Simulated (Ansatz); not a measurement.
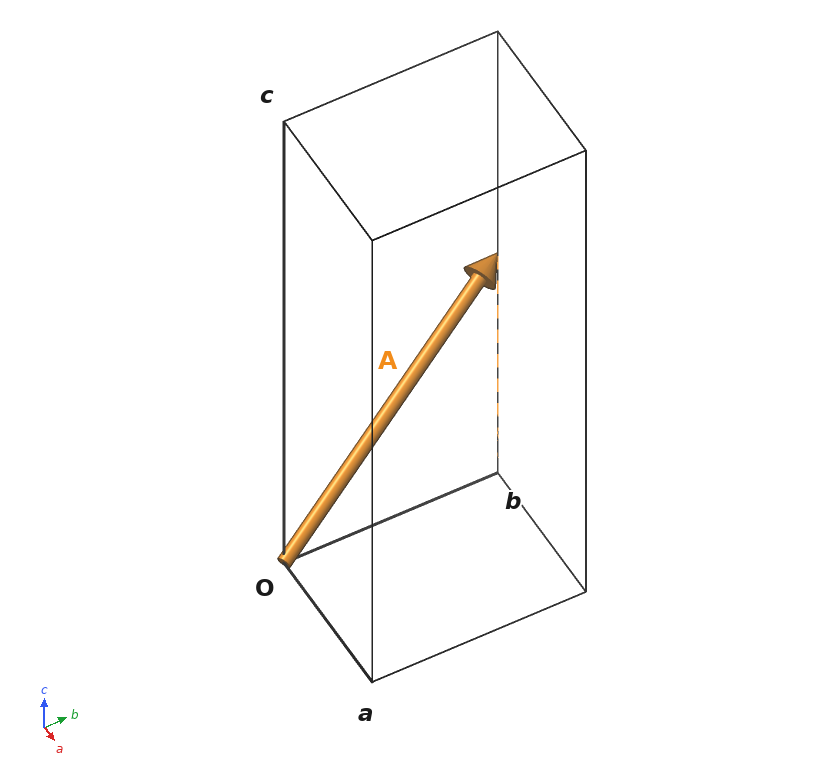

The arrow starts at a corner of the unit cell and ends on its surface; where a tip isn't a corner, dashed lines run from it parallel to the axes. Crystal: Sc, the geometry relaxed with DFT PBEsol, scalar-relativistic, plane waves, PAW (Ansatz). All values are computed from the atomic coordinates in the standard setting (tolerance 0.002 Å).

a = 3.277 Å, b = 3.277 Å, c = 5.083 Å, α = 90.00°, β = 90.00°, γ = 120.00°.

> Give [uvw] of the arrow.

Arrow A runs from (0, 0, 0) to (0, 1, 1/2), so [0 2 1], in four indices [−2 4 −2 3].

> How long is the vector ua + vb + wc?

8.294 Å.

> In No. 194, P6₃/mmc, how many directions are equivalent to A (Laue class 6/mmm, both senses counted)?

12.
